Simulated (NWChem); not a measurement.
## Run report: C₃H₃F₃O, energy and gradient calculation (part 2 of 2)

C₃H₃F₃O, SMILES O=CCC(F)(F)F; B3LYP/6-31G*, RKS (NWChem 7.3.0). The geometry comes from this level: PBE0-D4/def2-TZVP.

Geometry of the input (Å):
```
O  -2.0752  -0.0190  -1.3392
C  -0.9038  0.0404  -1.1020
C  -0.3635  0.4117  0.2592
C  0.8968  -0.3305  0.6158
F  1.8811  -0.0755  -0.2586
F  1.3389  0.0127  1.8287
F  0.7023  -1.6550  0.6170
H  -0.1457  -0.1500  -1.8879
H  -0.1230  1.4800  0.2513
H  -1.1247  0.2339  1.0187
```

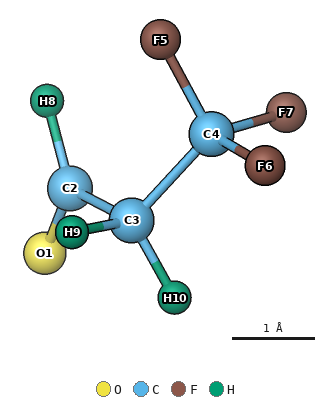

**Figure 1.** The input geometry (ball-and-stick view, seen at a tilt; atoms are numbered from 1 in the order of the input).

**Log, continued**
```
             Grid Information
             ----------------
          Grid used for XC integration:  fine
          Radial quadrature: Mura-Knowles
          Angular quadrature: Lebedev.
          Tag              B.-S. Rad. Rad. Pts. Rad. Cut. Ang. Pts.
          ---              ---------- --------- --------- ---------
          O                   0.60       70          10.0       590
          C                   0.70       70           9.0       590
          F                   0.50       70          11.0       590
          H                   0.35       60           9.0       590
          Grid pruning is: on
          Number of quadrature shells:   670
          Spatial weights used:  Erf1

          Convergence Information
          -----------------------
          Convergence aids based upon iterative change in
          total energy or number of iterations.
          Levelshifting, if invoked, occurs when the
          HOMO/LUMO gap drops below (HL_TOL):  1.00D-02
          DIIS, if invoked, will attempt to extrapolate
          using up to (NFOCK): 10 stored Fock matrices.

                    Damping( 0%)  Levelshifting(0.5)       DIIS
                  --------------- ------------------- ---------------
          dE  on:    start            ASAP                start
          dE off:    2 iters        100 iters           100 iters

      Screening Tolerance Information
      -------------------------------
          Density screening/tol_rho:  1.00D-11
          AO Gaussian exp screening on grid/accAOfunc:  18
          CD Gaussian exp screening on grid/accCDfunc:  20
          XC Gaussian exp screening on grid/accXCfunc:  20
          Schwarz screening/accCoul:  1.00D-09

      Superposition of Atomic Density Guess
      -------------------------------------

 Sum of atomic energies:        -487.34680836

      Non-variational initial energy
      ------------------------------

 Total energy =    -490.098630
 1-e energy   =   -1320.820047
 2-e energy   =     505.905492
 HOMO         =      -0.317704
 LUMO         =      -0.006273

   Time after variat. SCF:      0.3

     ---------------------------------------------
      Total Density - Mulliken Population Analysis
     ---------------------------------------------

    Atom       Charge   Shell Charges
 -----------   ------   -------------------------------------------------------
    1 O    8     8.82   2.00  0.96  3.11  0.91  1.81  0.03
    2 C    6     5.30   2.00  0.71  1.51  0.50  0.51  0.07
    3 C    6     6.63   2.00  0.72  2.06  0.64  1.18  0.03
    4 C    6     4.51   2.00  0.61  1.20  0.26  0.33  0.12
    5 F    9     9.46   2.00  0.99  3.42  0.85  2.11  0.10
    6 F    9     9.46   2.00  0.99  3.42  0.85  2.11  0.10
    7 F    9     9.46   2.00  0.99  3.42  0.85  2.11  0.10
    8 H    1     0.86   0.48  0.38
    9 H    1     0.74   0.45  0.29
   10 H    1     0.77   0.46  0.31
   Time prior to 1st pass:      0.3

 Grid_pts file          = ./c3h3f3o.gridpts.0
 Record size in doubles =  12289        No. of grid_pts per rec  =   3070
 Max. records in memory =    143        Max. recs in file   = *********

           Memory utilization after 1st SCF pass:
           Heap Space remaining (MW):       36.77            36773936
          Stack Space remaining (MW):       72.09            72088764

   convergence    iter        energy       DeltaE   RMS-Dens  Diis-err    time
 ---------------- ----- ----------------- --------- --------- ---------  ------
 d= 0,ls=0.0,diis     1   -490.5907576964 -8.15D+02  2.44D-02  2.51D+00     1.9
 d= 0,ls=0.0,diis     2   -490.0563814343  5.34D-01  1.69D-02  8.62D+00     3.3
 d= 0,ls=0.0,diis     3   -490.8423200391 -7.86D-01  3.35D-03  2.09D-01     4.7
 d= 0,ls=0.0,diis     4   -490.8544102667 -1.21D-02  1.41D-03  8.28D-02     6.1
 d= 0,ls=0.0,diis     5   -490.8616981288 -7.29D-03  2.56D-04  2.84D-03     7.6
  Resetting Diis
 d= 0,ls=0.0,diis     6   -490.8619168820 -2.19D-04  4.93D-05  4.20D-05     9.1
 d= 0,ls=0.0,diis     7   -490.8619209472 -4.07D-06  3.71D-05  5.53D-06    10.7
 d= 0,ls=0.0,diis     8   -490.8619201104  8.37D-07  2.19D-05  1.40D-05    12.1
 d= 0,ls=0.0,diis     9   -490.8619215168 -1.41D-06  4.21D-06  7.05D-07    13.6
 d= 0,ls=0.0,diis    10   -490.8619215832 -6.64D-08  5.69D-07  6.46D-09    15.1
 d= 0,ls=0.0,diis    11   -490.8619215837 -4.82D-10  2.68D-07  1.88D-09    16.6

         Total DFT energy =     -490.861921583709
      One electron energy =    -1322.478037965571
           Coulomb energy =      564.222345623905
    Exchange-Corr. energy =      -57.422153750193
 Nuclear repulsion energy =      324.815924508150

 Numeric. integr. density =       56.000002004988

     Total iterative time =     16.3s

     ---------------------------------------------
      Total Density - Mulliken Population Analysis
     ---------------------------------------------

    Atom       Charge   Shell Charges
 -----------   ------   -------------------------------------------------------
    1 O    8     8.37   1.99  0.92  2.87  1.01  1.58  0.00
    2 C    6     5.74   1.99  0.73  1.97  0.46  0.54  0.05
    3 C    6     6.46   1.99  0.68  2.17  0.64  0.94  0.03
    4 C    6     5.20   1.99  0.73  1.83  0.16  0.38  0.12
    5 F    9     9.26   1.99  0.95  3.32  0.97  1.98  0.05
    6 F    9     9.26   1.99  0.95  3.32  0.97  1.97  0.05
    7 F    9     9.25   1.99  0.95  3.32  0.97  1.97  0.06
    8 H    1     0.87   0.53  0.34
    9 H    1     0.80   0.52  0.28
   10 H    1     0.80   0.52  0.27

     -------------------------------------------
      Total Density - Lowdin Population Analysis
     -------------------------------------------

    Atom       Charge   Shell Charges
 -----------   ------   -------------------------------------------------------
    1 O    8     8.20   1.98  0.72  2.71  0.47  1.78  0.55
    2 C    6     5.92   1.97  0.37  1.74  0.31  0.97  0.55
    3 C    6     6.34   1.98  0.37  1.96  0.31  1.23  0.49
    4 C    6     5.60   1.97  0.36  1.59  0.25  0.80  0.64
    5 F    9     9.15   1.98  0.86  3.19  0.51  2.10  0.50
    6 F    9     9.14   1.98  0.86  3.19  0.51  2.10  0.50
    7 F    9     9.14   1.98  0.86  3.19  0.51  2.10  0.50
    8 H    1     0.88   0.50  0.38
    9 H    1     0.81   0.48  0.33
   10 H    1     0.81   0.48  0.33

 center of mass
 --------------
 x =   0.59847253 y =  -0.50449594 z =   0.28315935

 moments of inertia (a.u.)
 ------------------
         616.577068872678          73.468191246300        -361.330038682243
          73.468191246300        1119.493953227043          51.764398254709
        -361.330038682243          51.764398254709         858.741178946601

     Multipole analysis of the density
     ---------------------------------

     L   x y z        total         alpha         beta         nuclear
     -   - - -        -----         -----         ----         -------
     0   0 0 0     -0.000000    -28.000000    -28.000000     56.000000

     1   1 0 0      0.279886    -14.111142    -14.111142     28.502170
     1   0 1 0      0.463020     12.815857     12.815857    -25.168694
     1   0 0 1      0.154475     -6.527733     -6.527733     13.209941

     2   2 0 0    -33.274596   -192.855236   -192.855236    352.435875
     2   1 1 0      0.082691     26.090661     26.090661    -52.098632
     2   1 0 1     -3.320905    -93.817504    -93.817504    184.314102
     2   0 2 0    -27.278193    -64.806434    -64.806434    102.334675
     2   0 1 1      0.162916     15.359391     15.359391    -30.555865
     2   0 0 2    -28.719108   -127.031759   -127.031759    225.344409

            General Information
            -------------------
          SCF calculation type: DFT
          Wavefunction type:  closed shell.
          No. of atoms     :    10
          No. of electrons :    56
           Alpha electrons :    28
            Beta electrons :    28
          Charge           :     0
          Spin multiplicity:     1
          Use of symmetry is: off; symmetry adaption is: off
          Maximum number of iterations: 100
          AO basis - number of functions:   111
                     number of shells:    48
          Convergence on energy requested:  1.00D-08
          Convergence on density requested:  1.00D-05
          Convergence on gradient requested:  5.00D-04

              XC Information
              --------------
                         B3LYP Method XC Potential
                     Hartree-Fock (Exact) Exchange  0.200
                        Slater Exchange Functional  0.800 local
                    Becke 1988 Exchange Functional  0.720 non-local
              Lee-Yang-Parr Correlation Functional  0.810
                  VWN I RPA Correlation Functional  0.190 local

             Grid Information
             ----------------
          Grid used for XC integration:  fine
          Radial quadrature: Mura-Knowles
          Angular quadrature: Lebedev.
          Tag              B.-S. Rad. Rad. Pts. Rad. Cut. Ang. Pts.
          ---              ---------- --------- --------- ---------
          O                   0.60       70          10.0       590
          C                   0.70       70           9.0       590
          F                   0.50       70          11.0       590
          H                   0.35       60           9.0       590
          Grid pruning is: on
          Number of quadrature shells:   670
          Spatial weights used:  Erf1

          Convergence Information
          -----------------------
          Convergence aids based upon iterative change in
          total energy or number of iterations.
          Levelshifting, if invoked, occurs when the
          HOMO/LUMO gap drops below (HL_TOL):  1.00D-02
          DIIS, if invoked, will attempt to extrapolate
          using up to (NFOCK): 10 stored Fock matrices.

                    Damping( 0%)  Levelshifting(0.5)       DIIS
                  --------------- ------------------- ---------------
          dE  on:    start            ASAP                start
          dE off:    2 iters        100 iters           100 iters

      Screening Tolerance Information
      -------------------------------
          Density screening/tol_rho:  1.00D-11
          AO Gaussian exp screening on grid/accAOfunc:  18
          CD Gaussian exp screening on grid/accCDfunc:  20
          XC Gaussian exp screening on grid/accXCfunc:  20
          Schwarz screening/accCoul:  1.00D-09

                            NWChem DFT Gradient Module
                            --------------------------

                                      C3H3F3O

  charge          =   0.00
  wavefunction    = closed shell

                         DFT ENERGY GRADIENTS

    atom               coordinates                        gradient
                 x          y          z           x          y          z
   1 O      -3.921559  -0.035905  -2.530721    0.020581   0.001242   0.004787
   2 C      -1.707934   0.076345  -2.082478   -0.014735   0.000636   0.000694
   3 C      -0.686915   0.778000   0.489817   -0.000607  -0.002595  -0.002373
   4 C       1.694706  -0.624554   1.163693    0.002767  -0.001519  -0.000346
   5 F       3.554764  -0.142674  -0.488683   -0.007635  -0.003095   0.008766
   6 F       2.530154   0.024000   3.455742   -0.003366  -0.004063  -0.011213
   7 F       1.327155  -3.127497   1.165961    0.003244   0.011518   0.000709
   8 H      -0.275333  -0.283459  -3.567614   -0.001789   0.000025   0.000551
   9 H      -0.232436   2.796794   0.474888   -0.000062  -0.002100  -0.000618
  10 H      -2.125375   0.442007   1.925064    0.001601  -0.000049  -0.000957

                 ----------------------------------------
                 |  Time  |  1-e(secs)   |  2-e(secs)   |
                 ----------------------------------------
                 |  CPU   |       0.01   |       2.15   |
                 ----------------------------------------
                 |  WALL  |       0.01   |       2.15   |
                 ----------------------------------------

 Task  times  cpu:       19.8s     wall:       19.8s
 Total times  cpu:       19.8s     wall:       19.8s
```

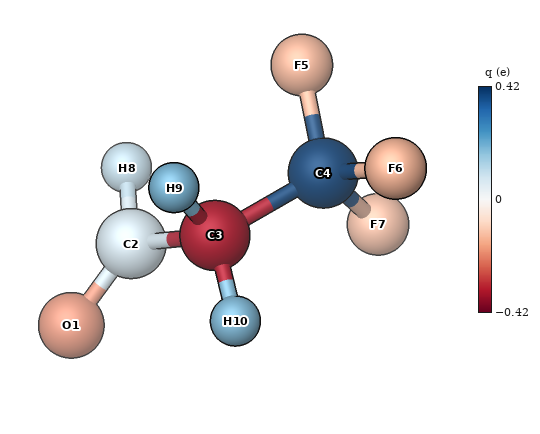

**Figure 2.** Löwdin charges, as the colour of each atom (ball-and-stick view, seen at a tilt; atoms are numbered from 1 in the order of the input). By element: O −0.20, C −0.34 to +0.40, F −0.15 to −0.14 and H +0.12 to +0.19 e.

**Summary**

```csv
quantity,value
outcome,converged
total energy,−490.861922 hartree
basis functions,111
largest force,1.088 eV/Å
dipole moment,1.43 D
hardware,"1 thread of AMD EPYC (Zen 5), 176 GiB of memory available, shared host"
wall time,20 s
peak memory,0.13 GiB
```
